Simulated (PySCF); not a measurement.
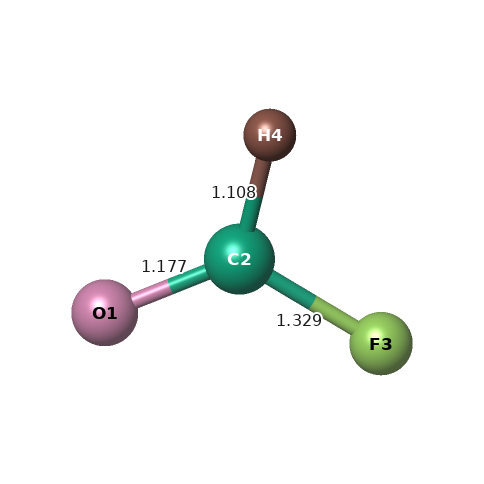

The numbers beside the sticks are distances in Å. Sticks don't show bond order. The geometry was computed by an optimisation with PBE0-D3(BJ)/def2-SVP. No frequency run is at hand to confirm it as a minimum.

Question: Which of the marked bonds are single, double, triple or aromatic?

Answer: O1–C2 double; C2–F3 single; C2–H4 single.

Question: Give the structure as SMILES.

Answer: O=CF
